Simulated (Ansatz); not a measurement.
# Si2H4O (SMILES O1[SiH2][SiH2]1): a rigid scan of the angle H5–Si2–O1

How does the energy rise as the angle H5–Si2–O1 leaves its equilibrium value, and do density functionals follow CCSD(T)? No other atom is relaxed.

Program: Ansatz 0.2.0, Gaussian basis. Level of theory: single points in def2-TZVPP. These are calculated values, not measurements.

Levels: PBE-D4, r2SCAN-D4, PBE0-D4, B3LYP-D4, wB97M-V, Hartree-Fock, MP2, CCSD, CCSD(T). The scan takes 84.1, 91.6, 99.1, 106.6, 114.1, 121.6, 129.1, 136.6, 144.1°.

Cores are frozen in the correlated methods. B3LYP uses VWN-RPA correlation.

127 further runs of the same task are left out: 127 set aside as unsound or not needed.

## (1) Where the work starts

The minimum, relaxed at PBE0-D4: SMILES `O1[SiH2][SiH2]1`, 7 atoms, charge 0, spin multiplicity 1.

Atoms are counted from 1 here; the program's logs count them from 0.

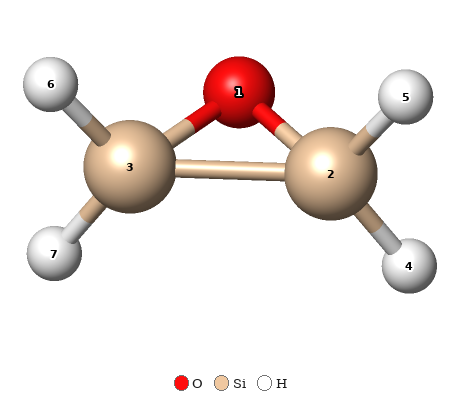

The starting geometry (oxygen red, silicon light orange, hydrogen white); atoms are numbered from 1 in the order of the file.

Geometry (Å):

```mol
H4OSi2
  3D, bonds by distance, orders not assigned

  7  7  0  0  0  0  0  0  0  0999 V2000
   -0.7763   -0.4649    0.7193 O   0  0
   -0.6015   -0.0794   -0.9222 Si  0  0
    0.7868    0.1904    0.7504 Si  0  0
   -0.6119   -1.2560   -1.8256 H   0  0
   -1.5475    0.9559   -1.4058 H   0  0
    0.9074    1.4329    1.5518 H   0  0
    1.8429   -0.7790    1.1320 H   0  0
  1  2  8  0
  1  3  8  0
  2  3  8  0
  2  4  8  0
  2  5  8  0
  3  6  8  0
  3  7  8  0
M  END
```

Energies of the minimum (eV), from earlier single points: PBE-D4 -17858.86231, r2SCAN-D4 -17866.77996, PBE0-D4 -17860.36536, B3LYP-D4 -17870.62438, wB97M-V -17867.23814, CCSD(T) -17841.30652.

At the minimum the angle H5–Si2–O1 is 114.1°.

## (2) H5–Si2–O1 = 84.1°

File pbe-tzvpp/in.yaml:

```yaml
crystal:
  periodic: [false, false, false]
  atoms:
    - {symbol: O, position_ang: [-0.776280, -0.464900, 0.719299]}
    - {symbol: Si, position_ang: [-0.601474, -0.079380, -0.922160]}
    - {symbol: Si, position_ang: [0.786810, 0.190378, 0.750429]}
    - {symbol: H, position_ang: [-0.611876, -1.255955, -1.825612]}
    - {symbol: H, position_ang: [-1.716339, 0.864000, -0.661844]}
    - {symbol: H, position_ang: [0.907352, 1.432927, 1.551800]}
    - {symbol: H, position_ang: [1.842941, -0.778970, 1.132024]}
basis:
  gaussian: {orbitals: def2-TZVPP}
hamiltonian: {xc: pbe, dispersion: d4}
output: {forces: true}
```

r2scan-tzvpp/in.yaml, as changes to pbe-tzvpp/in.yaml:

```diff
-hamiltonian: {xc: pbe, dispersion: d4}
+hamiltonian: {xc: r2scan, dispersion: d4}
```

pbe0-tzvpp/in.yaml:

```diff
-hamiltonian: {xc: pbe, dispersion: d4}
-output: {forces: true}
+hamiltonian: {xc: pbe0, dispersion: d4}
+output: {forces: true, orbitals: {seedname: orbitals}}
```

b3lyp-tzvpp/in.yaml:

```diff
-hamiltonian: {xc: pbe, dispersion: d4}
+hamiltonian: {xc: {name: B3LYP}, dispersion: d4}
```

wb97mv-tzvpp/in.yaml:

```diff
-hamiltonian: {xc: pbe, dispersion: d4}
-output: {forces: true}
+hamiltonian: {xc: {name: wB97M-V}}
```

ccsdt-tzvpp/in.yaml:

```diff
-hamiltonian: {xc: pbe, dispersion: d4}
-output: {forces: true}
+correlation: {method: ccsd_t}
```

The same command starts each run, in its folder.

Run with:

```sh
ansatz run in.yaml --threads 2 --pin off --events-out ev --progress --plain --max-ram 4352MiB
```

After this run come: H5–Si2–O1 = 91.6°; H5–Si2–O1 = 99.1°; H5–Si2–O1 = 106.6°; H5–Si2–O1 = 114.1°; H5–Si2–O1 = 121.6°; H5–Si2–O1 = 129.1°; H5–Si2–O1 = 136.6°; H5–Si2–O1 = 144.1°.

Q: Predict the outcome of this session. Wanted: highest point, CCSD(T); lowest point, CCSD(T); minimum along the scan, CCSD(T); RMS deviation from CCSD(T); largest T1 diagnostic.

The runs gave:

| quantity | value |
| --- | --- |
| highest point, CCSD(T) | 66.8 kJ/mol at 84.1° |
| lowest point, CCSD(T) | 0.0 kJ/mol at 114.1° |
| minimum along the scan, CCSD(T) | 114.5° |
| curvature there | 1.34 meV/deg² |
| RMS deviation from CCSD(T) | PBE-D4 2.8, r2SCAN-D4 1.6, PBE0-D4 1.4, B3LYP-D4 0.8, wB97M-V 0.9, Hartree-Fock 4.7, MP2 0.7, CCSD 0.7 kJ/mol |
| largest T1 diagnostic | 0.016 |

What this shows: A polynomial through the near points puts the CCSD(T) minimum 0.4° above the PBE0-D4 value. Curvature against CCSD(T): PBE-D4 -6 %, Hartree-Fock +13 %. The curve of MP2 lies nearest to CCSD(T), that of Hartree-Fock farthest.
